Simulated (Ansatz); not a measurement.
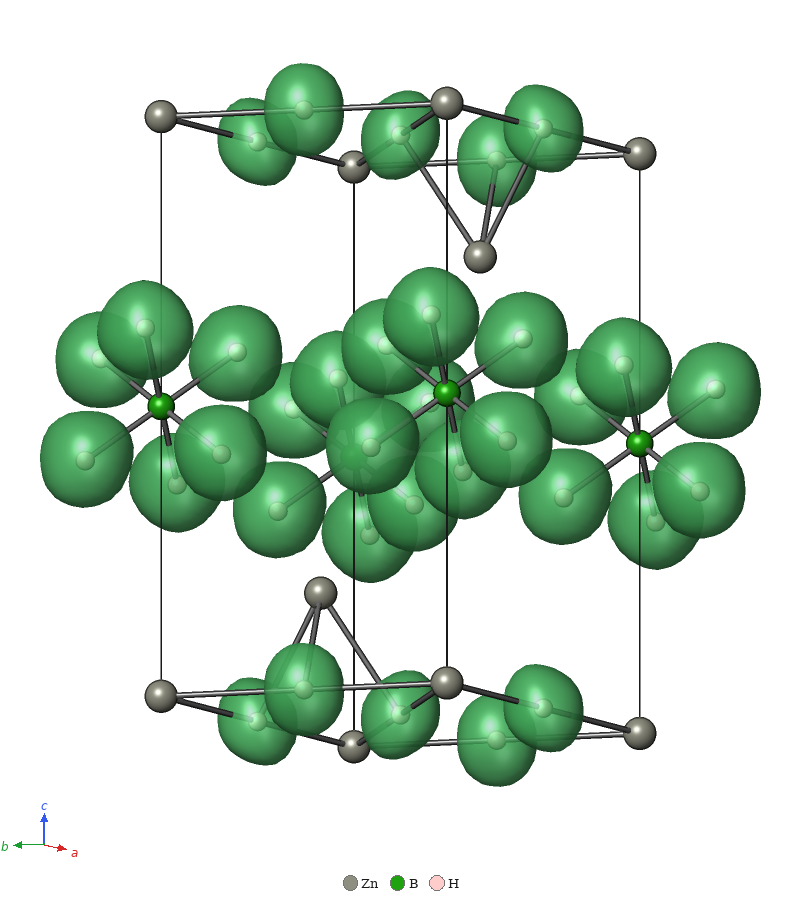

Zn₃BH₉. Isosurface of the ELF at 0.8 (green), seen at an oblique angle. Core shells and regions of very low density are left out. Sticks mark near contacts.

Space group P-3m1; a structure generated by program, which may or may not match a known phase.

These are results of Ansatz 0.2.0, DFT PBE, scalar-relativistic, plane waves, PAW, not measurements.

Q: Describe the localisation domains.

A: The ELF exceeds this value in nine regions around hydrogen nuclei, counted in one cell of 13 atoms. Regions shared between cells count once. Profiles from the grid: B–H (1.34 Å): the ELF climbs to about 1 towards the hydrogen, as it does in any bond to H. Zn–H (1.92 Å): the ELF climbs to about 1 towards the hydrogen.
